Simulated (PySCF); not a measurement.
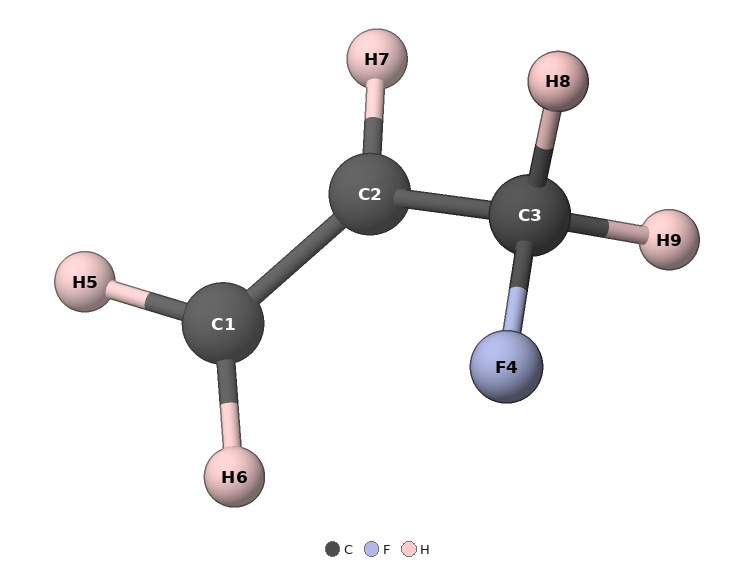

Charge +1, doublet. The computed structure is the end point of a GFN2-xTB optimisation. No frequency run is at hand to confirm it as a minimum. Computed with UKS B3LYP, pcH-1 on C F H, non-relativistic (PySCF 2.14.0). Fermi-contact and spin-dipolar terms alone, no spin-orbit part.

Which nucleus has the largest dipolar (anisotropic) hyperfine coupling?

Answer. 19F at F4: principal values −58.0, −55.6, 113.6 MHz.

List the isotropic and dipolar parts for the most strongly coupled nuclei, one of each equivalent set.

```json
{"atom": "F4", "isotope": "19F", "a_iso (MHz)": "19.5", "dipolar part (MHz)": "−58.0, −55.6, 113.6"}
{"atom": "C1", "isotope": "13C", "a_iso (MHz)": "30.1", "dipolar part (MHz)": "−48.0, −44.5, 92.6"}
{"atom": "C2", "isotope": "13C", "a_iso (MHz)": "3.4", "dipolar part (MHz)": "−32.6, −25.9, 58.5"}
{"atom": "H5", "isotope": "1H", "a_iso (MHz)": "−10.1", "dipolar part (MHz)": "−21.7, −7.5, 29.1"}
{"atom": "H6", "isotope": "1H", "a_iso (MHz)": "−7.7", "dipolar part (MHz)": "−21.0, −7.7, 28.8"}
{"atom": "H7", "isotope": "1H", "a_iso (MHz)": "17.9", "dipolar part (MHz)": "−14.0, −8.1, 22.0"}
{"atom": "C3", "isotope": "13C", "a_iso (MHz)": "−14.0", "dipolar part (MHz)": "−9.0, −7.5, 16.5"}
{"atom": "H8", "isotope": "1H", "a_iso (MHz)": "103.2", "dipolar part (MHz)": "−6.5, −6.2, 12.7"}
```
